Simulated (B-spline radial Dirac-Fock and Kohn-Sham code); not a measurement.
Tungsten in charge state +1 (W⁺) ([Xe] 4f14 5d4 6s1), inside a Watson sphere of charge −1 and radius 2 Å that stands in for a crystal. Computed with a radial B-spline solver: independent-particle rates on relativistic LDA orbitals of the hole state (multipoles to L = 3), energies from Dirac–Fock ΔSCF. Widths ruled by Coster–Kronig decay come out up to twice the measured ones in this model.

Before looking at the plot, say what to expect. Its caption: X-ray emission lines that fill an N2 (4p1/2) hole, as sticks. Multiplet splitting by the open shell is left out.

The strongest line is N2-N4 at 238.0 eV with 82.9 % of the photons, then N2-O1 at 416.5 eV (15 %), N2-P1 at 499.8 eV (1.1 %), N2-O4 at 498.3 eV (0.51 %), N2-N6 at 465.0 eV (0.13 %). The hole has a width of 12.6 eV and a fluorescence yield of 1.31 × 10⁻⁴.

The result:

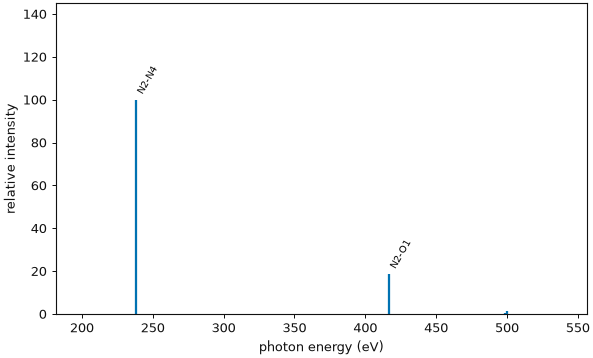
